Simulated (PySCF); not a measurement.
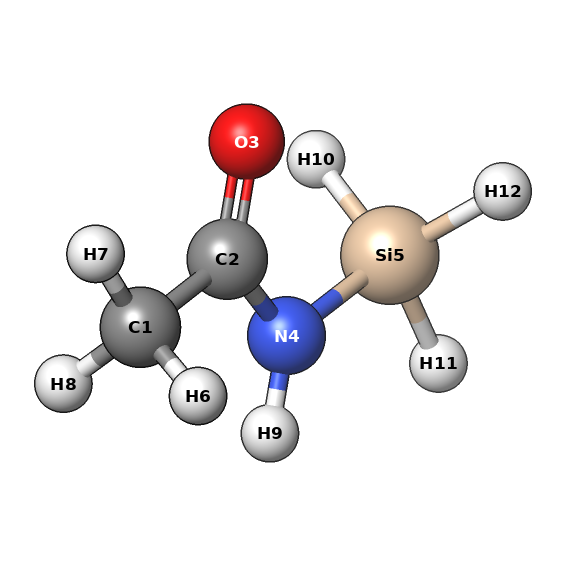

The computed structure is the end point of a PBE0-D3(BJ)/def2-SVP optimisation. No frequency run is at hand to confirm it as a minimum. Properties computed with delta-SCF UKS SCAN, pcX-2 on the ionised atom, pcseg-1 elsewhere, spin-free X2C (PySCF 2.14.0).

Give the core-electron binding energies (to vacuum; p and d levels without spin–orbit splitting) of C1 1s, C2 1s, O3 1s, N4 1s, Si5 1s, Si5 2p.

| atom | level | binding energy (eV) |
| --- | --- | --- |
| C1 | 1s | 291.3 |
| C2 | 1s | 293.9 |
| O3 | 1s | 537.1 |
| N4 | 1s | 405.4 |
| Si5 | 1s | 1847.2 |
| Si5 | 2p | 107.5 |
